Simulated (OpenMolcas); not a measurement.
## InNH3: a line through the functionals

InNH3: 5 atoms, total charge 0, spin state doublet. As SMILES, `[NH2][InH]`. The shape is that of a PBE0-D4/def2-TZVP optimisation. This is one conformer, not always the lowest.

The electronic atomisation energy y, in eV, basis def2-SVP with a core potential; a is the functional's share of exact exchange. Programs: OpenMolcas 26.06.

| functional | program | a | y (eV) |
| --- | --- | --- | --- |
| U-r2SCAN | OpenMolcas | 0 | 12.22 |
| UPBE | OpenMolcas | 0 | 12.41 |
| UB3LYP | OpenMolcas | 0.2 | ? |
| UPBE0 | OpenMolcas | 0.25 | 12.09 |
| UBHLYP | OpenMolcas | 0.5 | 11.69 |

Fit y = c + s·a to the known rows and predict UB3LYP.


1. Means of the 4 rows: a = 0.1875, y = 12.102.
2. Σ(Δa)² = 0.17188, Σ(Δa·Δy) = -0.20938, so the slope is -0.20938/0.17188 = -1.2182.
3. Intercept: 12.102 − (-1.2182) × 0.1875 = 12.330. The largest residual of the fit is 0.11.
4. UB3LYP: 12.330 + (-1.2182) × 0.2 = 12.09 eV.

The run gave 12.16 eV, so the prediction is off by -0.07 eV, within the scatter of the fit. The rows mix families of semi-local functionals, which the line can't see. Spin-orbit coupling is left out.

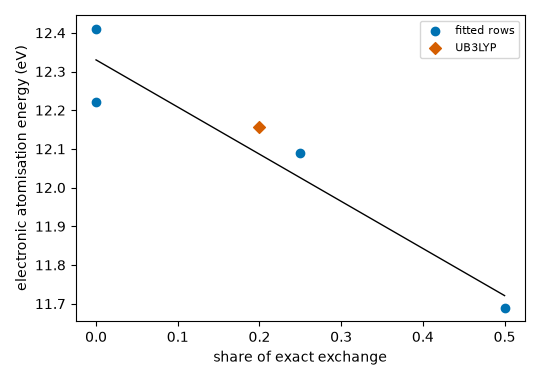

The fitted line, with the withheld row.
